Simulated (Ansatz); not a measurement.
# H₂S (triplet): one geometry, many settings at distance H1–H2 along a hydrogen transfer = 1.001 Å

What do other methods and options give for H₂S (triplet) at this geometry, and how long do they take?

The runs use Ansatz 0.2.0, Gaussian basis; the settings change from run to run.

4 further runs of the same task are left out: 4 that didn't finish.

## Step 1: The system

The geometry derives from fragments relaxed apart (PBE0/def2-TZVP) and kept rigid, so it is no stationary point. A hydrogen atom is moved between rigid fragments.

3 atoms, charge 0, spin multiplicity 3.

Atoms are counted from 1 here; the program's logs count them from 0.

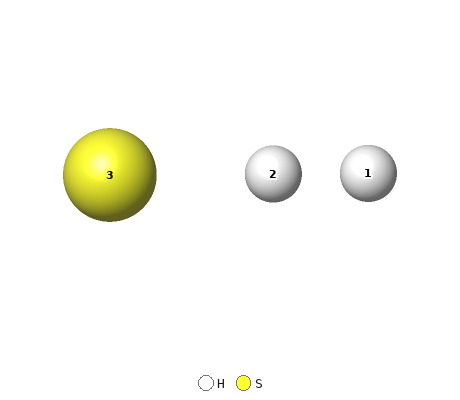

The structure; hydrogen white, sulfur yellow; atoms are numbered from 1 in the order of the file.

## Step 2: HF/cc-pVDZ

Contents of in.yaml:

```yaml
crystal:
  periodic: [false, false, false]
  atoms:
    - {symbol: H, position_ang: [0.000000, 0.000000, -1.241333]}
    - {symbol: H, position_ang: [0.000000, 0.000000, -0.240333]}
    - {symbol: S, position_ang: [0.000000, 0.000000, 1.481667]}
basis:
  gaussian: {orbitals: cc-pVDZ}
magnetization: {spin_polarized: false, initial_magnetization: 2}
hamiltonian: {xc: hf}
output: {orbitals: {seedname: orbitals}}
```

Command:

```sh
> ansatz run in.yaml --threads 1 --pin off --events-out ev --progress --plain --max-ram 2393MiB
```

Output:

```text
Functional definition: HF
  name "HF"
  cite "Fock, Z. Phys. 61, 126 (1930) doi:10.1007/BF01340294"
  parent pbe
  exchange = exact_x
  correlation = 0
282 factors; integrals over basis functions are off by at most 7.9e-4 eV
mean field evaluation 1: about -10845.2219 eV, gradient 6.0e0 eV
mean field evaluation 2: about -10845.2310 eV, gradient 5.9e0 eV
mean field evaluation 4: about -10845.5584 eV, gradient 8.5e-1 eV
mean field evaluation 8: about -10845.5915 eV, gradient 2.6e-1 eV
mean field evaluation 16: about -10845.5944 eV, gradient 1.1e-5 eV
mean field evaluation 32: about -10845.5889 eV, gradient 8.2e-1 eV
mean field evaluation 64: about -10845.1752 eV, gradient 4.2e-1 eV
mean field -10845.59436183 eV, -398.5682413893 hartree, gradient 1.1e-5 eV, S^2 2.000000; 4 other end points of the search recorded, 0 dependent functions left out
reference -10845.59436183 eV, -398.5682413893 hartree; 10, 8 occupied and 18, 20 virtual orbitals, 282 factors
Total energy: -10845.59436183 eV, -398.5682413893 hartree
```

Wall time 0.51 s (1 thread of AMD EPYC 7R43, shared host).

## Step 3: CASSCF(4,10)/6-31G*

in.yaml: that of step 2 with these lines changed.

```diff
@@ -7,5 +7,7 @@
 basis:
-  gaussian: {orbitals: cc-pVDZ}
+  gaussian: {orbitals: "6-31G*"}
 magnetization: {spin_polarized: false, initial_magnetization: 2}
-hamiltonian: {xc: hf}
-output: {orbitals: {seedname: orbitals}}
+hamiltonian: {pseudopotentials: {relativity: scalar}}
+correlation: {active_space: {window: {electrons: 4, orbitals: 10}}}
+accuracy: high
+output: {forces: true}
```

The command is unchanged.

Output (excerpt; [...] marks lines left out):

```text
Functional definition: HF
  name "HF"
  cite "Fock, Z. Phys. 61, 126 (1930) doi:10.1007/BF01340294"
  parent pbe
[...]
363 factors; integrals over basis functions are off by at most 3.6e-9 eV
[...]
mean field -10871.12853733 eV, -399.5066050312 hartree, gradient 2.8e-8 eV, S^2 2.000000; 9 other end points of the search recorded, 0 dependent functions left out
reference -10871.12853733 eV, -399.5066050312 hartree; 10, 8 occupied and 13, 15 virtual orbitals, 363 factors
state -10872.39199093 eV, -399.5530360947 hartree
the orbitals are reached from a further start. From the first start the search ends at -10872.32992910 eV, -399.5507553645 hartree
[...]
WARN: the results are in doubt because the forces break the atoms' symmetry
Total energy: -10872.39199093 eV, -399.5530360947 hartree
Relativity: scalar
Atom 0 at     0.000000     0.000000    -1.241333 Å, force     0.001107    -0.013588     3.894069 eV/Å
Atom 1 at     0.000000     0.000000    -0.240333 Å, force    -0.001750     0.021487    -5.476944 eV/Å
Atom 2 at     0.000000     0.000000     1.481667 Å, force     0.000643    -0.007899     1.582875 eV/Å
Dipole moment:     0.001815    -0.022282    -0.036490 e Å
In doubt: the forces break the atoms' symmetry
```

It took 20 s on 1 thread of AMD EPYC 7R43, shared host.

From the report: 2,025 determinants; active occupations 1.97, 1.00, 1.00, 0.01, 0.01, 0.01, 0.01, 0.01, 0.00, 0.00. Mind the lines of doubt at the end of the log.

## Step 4: CISD/cc-pVTZ

Contents of in.yaml:

```yaml
crystal:
  periodic: [false, false, false]
  atoms:
    - {symbol: H, position_ang: [0.000000, 0.000000, -1.241333]}
    - {symbol: H, position_ang: [0.000000, 0.000000, -0.240333]}
    - {symbol: S, position_ang: [0.000000, 0.000000, 1.481667]}
basis:
  gaussian: {orbitals: cc-pVTZ}
magnetization: {spin_polarized: false, initial_magnetization: 2}
correlation: {active_space: {ras: {orbitals: [3, 2, 52], electrons: 8, max_holes: 2, max_particles: 2}, fixed_orbitals: true}}
scf: {lower_state_search: off}
```

The command is unchanged.

Output:

```text
Functional definition: HF
  name "HF"
  cite "Fock, Z. Phys. 61, 126 (1930) doi:10.1007/BF01340294"
  parent pbe
  exchange = exact_x
  correlation = 0
these checks for a lower state are left out or cut short: stability, starts, cluster_reference, orbital_swaps, neighbouring_geometries, increment
345 factors; integrals over basis functions are off by at most 1.2e-3 eV
mean field evaluation 1: about -10845.5341 eV, gradient 6.6e0 eV
mean field evaluation 2: about -10845.5362 eV, gradient 6.6e0 eV
mean field evaluation 4: about -10845.9203 eV, gradient 9.1e-1 eV
mean field evaluation 8: about -10845.9537 eV, gradient 2.0e-2 eV
mean field -10845.95368545 eV, -398.5814462889 hartree, gradient 1.0e-6 eV, S^2 2.000000; 0 other end points of the search recorded, 0 dependent functions left out
reference -10845.95368545 eV, -398.5814462889 hartree; 10, 8 occupied and 52, 54 virtual orbitals, 345 factors
state -10851.20504702 eV, -398.7744302672 hartree
Total energy: -10851.20504702 eV, -398.7744302672 hartree
Checks for a lower state left out: stability, starts, cluster_reference, orbital_swaps, neighbouring_geometries, increment
```

Run time: 4.6 s. Hardware: 1 thread of AMD EPYC 7R43, shared host.

From the report: 57,740 determinants.

## Step 5: BCCD on UHF/def2-TZVP

Contents of in.yaml:

```yaml
crystal:
  periodic: [false, false, false]
  atoms:
    - {symbol: H, position_ang: [0.000000, 0.000000, -1.241333]}
    - {symbol: H, position_ang: [0.000000, 0.000000, -0.240333]}
    - {symbol: S, position_ang: [0.000000, 0.000000, 1.481667]}
basis:
  gaussian: {orbitals: def2-TZVP}
magnetization: {spin_polarized: true, initial_magnetization: 2}
correlation: {method: bccd, electrons: outside_noble_gas}
output: {forces: true}
```

Launched as before.

Output (excerpt; [...] marks lines left out):

```text
Functional definition: HF
  name "HF"
  cite "Fock, Z. Phys. 61, 126 (1930) doi:10.1007/BF01340294"
  parent pbe
[...]
317 factors; integrals over basis functions are off by at most 1.3e-3 eV
[...]
mean field -10846.10584124 eV, -398.5870379111 hartree, gradient 1.6e-6 eV, S^2 2.065990; 8 other end points of the search recorded, 0 dependent functions left out
determinant -10846.10584124 eV, -398.5870379111 hartree, with singles and doubles -10851.14856490 eV, -398.7723545872 hartree
determinant -10845.44268402 eV, -398.5626673326 hartree, with singles and doubles -10850.41401601 eV, -398.7453604136 hartree
5 core orbitals not correlated: weight in the atoms' cores, before any rotation towards them, 1.000 or more for the frozen orbitals, at most 0.000 for the correlated occupied ones
reference -10846.10584124 eV, -398.5870379111 hartree; 5, 3 occupied and 39, 41 virtual orbitals, 317 factors
second order -4.11577146 eV of doubles, -0.00000000 eV of singles
cycle   1  -5.00258025 eV  change   -2.4e-1 eV  update   1.6e-2
[...]
cycle  12  -5.01045742 eV  change    7.1e-8 eV  update   3.2e-7
[...]
Total energy: -10851.11629867 eV, -398.7711688252 hartree
Atom 0 at     0.000000     0.000000    -1.241333 Å, force    -0.000000     0.000000     2.606441 eV/Å
Atom 1 at     0.000000     0.000000    -0.240333 Å, force    -0.000000    -0.000000    -2.882677 eV/Å
Atom 2 at     0.000000     0.000000     1.481667 Å, force     0.000000    -0.000000     0.276236 eV/Å
Dipole moment:    -0.000000     0.000000    -0.099062 e Å
```

It took 4.4 s on 1 thread of AMD EPYC 7R43, shared host.

From the report: ⟨S²⟩ of the determinant 2.066 (pure triplet: 2.00); correlation -5.0105 eV; largest double amplitude 0.07.

## Step 6: CASCI(4,8)/6-31G

Contents of in.yaml:

```yaml
crystal:
  periodic: [false, false, false]
  atoms:
    - {symbol: H, position_ang: [0.000000, 0.000000, -1.241333]}
    - {symbol: H, position_ang: [0.000000, 0.000000, -0.240333]}
    - {symbol: S, position_ang: [0.000000, 0.000000, 1.481667]}
basis:
  gaussian: {orbitals: 6-31G}
magnetization: {spin_polarized: false, initial_magnetization: 2}
correlation: {active_space: {window: {electrons: 4, orbitals: 8}, fixed_orbitals: true, states: [{multiplicity: 3, weights: [1, 1, 0.5, 1]}]}}
```

Launched as before.

Output:

```text
Functional definition: HF
  name "HF"
  cite "Fock, Z. Phys. 61, 126 (1930) doi:10.1007/BF01340294"
  parent pbe
  exchange = exact_x
  correlation = 0
324 factors; integrals over basis functions are off by at most 9.6e-8 eV
mean field evaluation 1: about -10844.3342 eV, gradient 6.1e0 eV
mean field evaluation 2: about -10844.3351 eV, gradient 6.1e0 eV
mean field evaluation 4: about -10844.7212 eV, gradient 9.3e-1 eV
mean field evaluation 8: about -10844.7677 eV, gradient 1.1e-3 eV
mean field evaluation 16: about -10844.7677 eV, gradient 2.6e-4 eV
mean field evaluation 32: about -10844.7629 eV, gradient 2.2e-1 eV
mean field -10844.76772550 eV, -398.5378630645 hartree, gradient 2.8e-6 eV, S^2 2.000000; 9 other end points of the search recorded, 0 dependent functions left out
reference -10844.76772550 eV, -398.5378630645 hartree; 10, 8 occupied and 7, 9 virtual orbitals, 324 factors
state -10845.07323174 eV, -398.5490902118 hartree
state -10845.07163647 eV, -398.5490315868 hartree
state -10844.55675846 eV, -398.5301101690 hartree
state -10834.55652329 eV, -398.1626083047 hartree
Total energy: -10841.99422021 eV, -398.4359386251 hartree
```

It took 0.48 s on 1 thread of AMD EPYC 7R43, shared host.

From the report: 192 determinants; active occupations (of the averaged states) 1.28, 1.28, 1.14, 0.29, 0.01, 0.01, 0.01, 0.00.

## Step 7: MRCISD+Q(8,6)/cc-pVDZ

Contents of in.yaml:

```yaml
crystal:
  periodic: [false, false, false]
  atoms:
    - {symbol: H, position_ang: [0.000000, 0.000000, -1.241333]}
    - {symbol: H, position_ang: [0.000000, 0.000000, -0.240333]}
    - {symbol: S, position_ang: [0.000000, 0.000000, 1.481667]}
basis:
  gaussian: {orbitals: cc-pVDZ}
magnetization: {spin_polarized: false, initial_magnetization: 2}
correlation: {method: fic_mrcisd_q, electrons: outside_noble_gas, active_space: {window: {electrons: 8, orbitals: 6}, states: [{multiplicity: 3, weights: [0.5, 1, 0.5, 0.5]}]}}
```

Launched as before.

Output (excerpt; [...] marks lines left out):

```text
Functional definition: HF
  name "HF"
  cite "Fock, Z. Phys. 61, 126 (1930) doi:10.1007/BF01340294"
  parent pbe
[...]
476 factors; integrals over basis functions are off by at most 1.9e-7 eV
[...]
mean field -10845.59437747 eV, -398.5682419642 hartree, gradient 3.1e-6 eV, S^2 2.000000; 9 other end points of the search recorded, 0 dependent functions left out
reference -10845.59437747 eV, -398.5682419642 hartree; 10, 8 occupied and 18, 20 virtual orbitals, 476 factors
state -10846.42433626 eV, -398.5987423872 hartree
state -10846.42081091 eV, -398.5986128330 hartree
state -10845.65174835 eV, -398.5703503051 hartree
state -10840.89968708 eV, -398.3957152745 hartree
contracted CI cycle   1: correlation 0.00000000 eV, 0.0000000000 hartree, residual 1.43e1 eV
contracted CI cycle   2: correlation -3.27340752 eV, -0.1202955077 hartree, residual 2.44e0 eV
[...]
state -10845.65174835 eV, -398.5703503051 hartree; corrected -10849.36222264 eV, -398.7067077201 hartree
contracted CI cycle   1: correlation 0.00000000 eV, 0.0000000000 hartree, residual 1.42e1 eV
contracted CI cycle   2: correlation -3.44477547 eV, -0.1265931636 hartree, residual 2.55e0 eV
contracted CI cycle   3: correlation -3.57050213 eV, -0.1312135333 hartree, residual 4.93e-1 eV
contracted CI cycle   4: correlation -3.57503104 eV, -0.1313799675 hartree, residual 1.12e-1 eV
contracted CI cycle   5: correlation -3.57526857 eV, -0.1313886965 hartree, residual 2.13e-2 eV
contracted CI cycle   6: correlation -3.57527678 eV, -0.1313889981 hartree, residual 4.35e-3 eV
contracted CI cycle   7: correlation -3.57527712 eV, -0.1313890107 hartree, residual 9.96e-4 eV
contracted CI cycle   8: correlation -3.57527713 eV, -0.1313890113 hartree, residual 2.38e-4 eV
state -10840.89968708 eV, -398.3957152745 hartree; corrected -10844.73253018 eV, -398.5365696602 hartree
Total energy: -10848.82638215 eV, -398.6870159455 hartree
```

Wall time 2.6 s (1 thread of AMD EPYC 7R43, shared host).

From the report: 56 determinants; active occupations (of the averaged states) 2.00, 1.80, 1.40, 1.40, 1.31, 0.10.

## Step 8: MRCISD+Q(6,7)/def2-SVP

Contents of in.yaml:

```yaml
crystal:
  periodic: [false, false, false]
  atoms:
    - {symbol: H, position_ang: [0.000000, 0.000000, -1.241333]}
    - {symbol: H, position_ang: [0.000000, 0.000000, -0.240333]}
    - {symbol: S, position_ang: [0.000000, 0.000000, 1.481667]}
basis:
  gaussian: {orbitals: def2-SVP, point_charges: [{charge: 1.00, position_ang: [4.801, 0.376, -0.545]}]}
magnetization: {spin_polarized: false, initial_magnetization: 2}
correlation: {method: fic_mrcisd_q, electrons: outside_noble_gas, active_space: {window: {electrons: 6, orbitals: 7}}}
```

The command is unchanged.

Output (excerpt; [...] marks lines left out):

```text
Functional definition: HF
  name "HF"
  cite "Fock, Z. Phys. 61, 126 (1930) doi:10.1007/BF01340294"
  parent pbe
[...]
264 factors; integrals over basis functions are off by at most 1.3e-3 eV
[...]
mean field -10842.10900038 eV, -398.4401567185 hartree, gradient 3.4e-6 eV, S^2 2.000000; 9 other end points of the search recorded, 0 dependent functions left out
reference -10842.10900038 eV, -398.4401567185 hartree; 10, 8 occupied and 18, 20 virtual orbitals, 264 factors
state -10843.67280071 eV, -398.4976253206 hartree
contracted CI cycle   1: correlation 0.00000000 eV, 0.0000000000 hartree, residual 1.30e1 eV
contracted CI cycle   2: correlation -2.57275194 eV, -0.0945468901 hartree, residual 1.91e0 eV
contracted CI cycle   3: correlation -2.63035823 eV, -0.0966638821 hartree, residual 3.59e-1 eV
[...]
contracted CI cycle   3: correlation -2.85549718 eV, -0.1049375860 hartree, residual 5.25e-1 eV
contracted CI cycle   4: correlation -2.86023027 eV, -0.1051115235 hartree, residual 1.37e-1 eV
contracted CI cycle   5: correlation -2.86052781 eV, -0.1051224580 hartree, residual 4.42e-2 eV
contracted CI cycle   6: correlation -2.86055800 eV, -0.1051235677 hartree, residual 1.37e-2 eV
contracted CI cycle   7: correlation -2.86056110 eV, -0.1051236816 hartree, residual 4.25e-3 eV
contracted CI cycle   8: correlation -2.86056141 eV, -0.1051236929 hartree, residual 1.48e-3 eV
contracted CI cycle   9: correlation -2.86056145 eV, -0.1051236943 hartree, residual 4.59e-4 eV
state -10843.41508551 eV, -398.4881544618 hartree; corrected -10846.41891301 eV, -398.5985430865 hartree
state -10843.67280071 eV, -398.4976253206 hartree; corrected -10846.42317074 eV, -398.5986995551 hartree
the orbitals are reached from a further start. From the first start the search ends at -10843.41491348 eV, -398.4881481399 hartree
Total energy: -10846.42317074 eV, -398.5986995551 hartree
```

Wall time 13 s (1 thread of AMD EPYC 7R43, shared host).

From the report: 1,225 determinants; active occupations 1.98, 1.95, 1.00, 1.00, 0.05, 0.01, 0.01.

## Step 9: The runs in one table

Where basis and cores are those of an earlier UCCSDT(Q)/cc-pVTZ run (-10851.7117 eV), and the state is the same kind, the miss against it is given. † marks a result that the program doubts.

```tsv
level	correlated	functions	energy (eV)	from UCCSDT(Q) (meV)	time
HF/cc-pVDZ		28	-10845.5944		0.51 s
CASSCF(4,10)/6-31G* (relativity set) †		23	-10872.3920		20 s
CISD/cc-pVTZ	outside noble gas	62	-10851.2050	506.6	4.6 s
BCCD on UHF/def2-TZVP	outside noble gas	49	-10851.1163		4.4 s
CASCI(4,8)/6-31G (mean of several states)		17	-10841.9942		0.48 s
MRCISD+Q(8,6)/cc-pVDZ (mean of several states)	outside noble gas	28	-10848.8264		2.6 s
MRCISD+Q(6,7)/def2-SVP (beside a point charge)	outside noble gas	28	-10846.4232		13 s
```

## Step 10: Results

```
quantity                                              value
    runs                                                  7
quickest  CASCI(4,8)/6-31G (mean of several states), 0.48 s
 slowest       CASSCF(4,10)/6-31G* (relativity set) †, 20 s
```

**Reading.** Total energies in different bases, with other cores or another treatment of relativity can't be set against each other. CASSCF(4,10)/6-31G* (relativity set) † took 42 times as long as CASCI(4,8)/6-31G (mean of several states); the jobs differ in more than the method.
